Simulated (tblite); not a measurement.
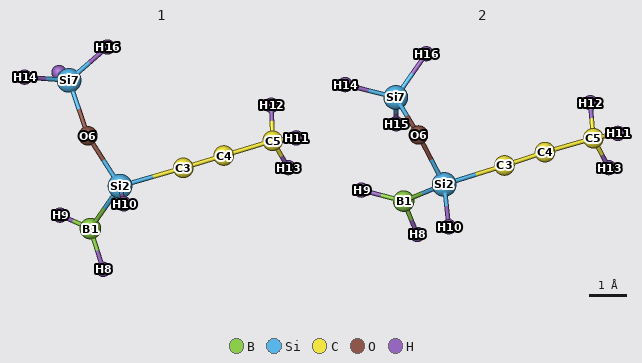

Two geometries of C₃H₉BOSi₂, drawn at one scale. One is the start of a relaxation, the other its converged end. Style: ball-and-stick. Shown at a tilt.

These are results of GFN2-xTB geometry optimisation, gas phase (tblite), not measurements. 

Question: Which geometry has the lower energy?

Answer: Structure 1 is the relaxed one. The atom that moves furthest after the best rigid fit is H15 (1.46 Å). Largest moves by element: H 1.46 Å, O 0.87 Å, B 0.78 Å, Si 0.52 Å, C 0.15 Å. Near-neighbour distances that change, for instance: Si2–Si7 2.748 → 3.204 Å, O6–Si7 1.695 → 1.610 Å, Si2–O6 1.709 → 1.643 Å, Si2–C3 1.828 → 1.862 Å. Among the angles between lasting bonds that change: Si2–O6–Si7 107.7° → 160.0°, O6–Si2–H10 112.3° → 100.8°, B1–Si2–H10 110.2° → 119.2°. Groups turn about Si2–O6 by about 50°, O6–Si7 by about 40°. After 167 geometry steps the energy has fallen by 99.8 kJ/mol.
